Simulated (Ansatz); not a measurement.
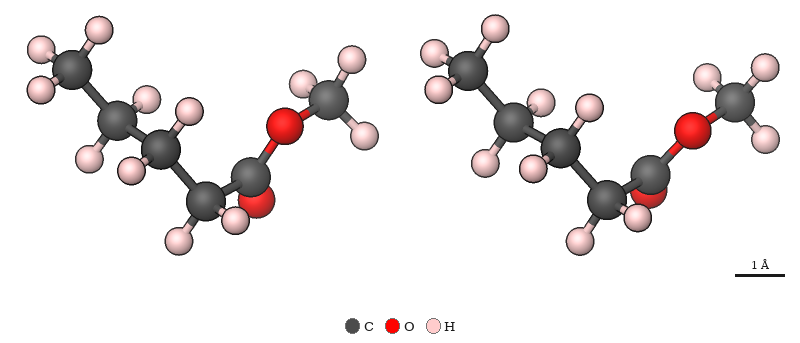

Two geometries of C6H12O2, drawn at one scale. One is the start of a relaxation, the other its converged end. The picture is a ball-and-stick view, seen from a free direction.

All numbers below come from Ansatz 0.2.0, RKS PBE0-D4/def2-TZVP. (force threshold 0.005 eV/Å; at most 150 steps)

Which of the two is the end point?

Answer. The left one is the relaxed one. The start comes from PBE-D4/def2-SVP. An H atom moves most after the best rigid fit: 0.33 Å. By element the largest moves are H 0.33 Å, O 0.28 Å, C 0.14 Å. Some distances before and after: C–O 1.362 → 1.342 Å, C–H 1.111 → 1.094 Å, C–O 1.216 → 1.202 Å, C–C 1.539 → 1.525 Å. The energy falls by 8.90 kJ/mol in 15 accepted moves (16 points after the start). The largest force component goes from 1 to 0.0033 eV/Å. The line search rejected the trial step at point 11 of the run.
